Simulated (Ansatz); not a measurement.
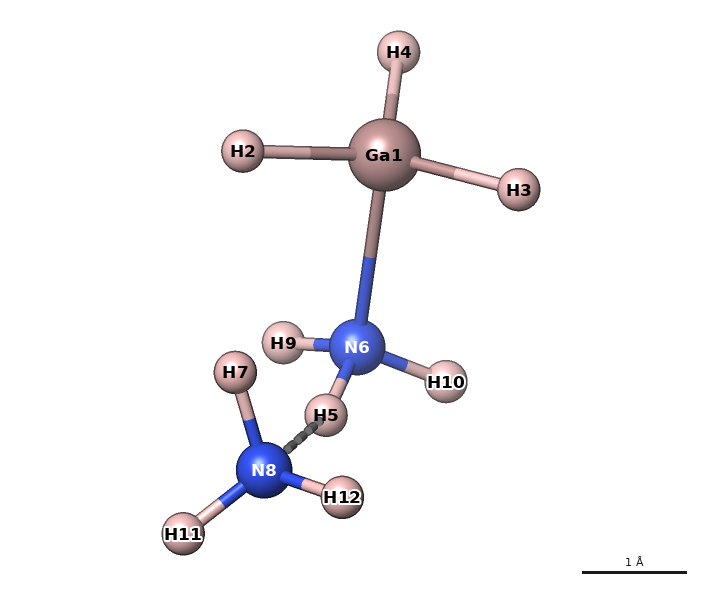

Broken lines mark hydrogen bonds. Computed geometry: PBE0-D4/def2-TZVP optimisation.

Give donor, acceptor, H···A distance and D–H···A angle of each hydrogen bond.

```tsv
D–H···A	D–H (Å)	H···A (Å)	angle (°)	kind
N6–H5···N8	1.03	1.96	156	intermolecular
```
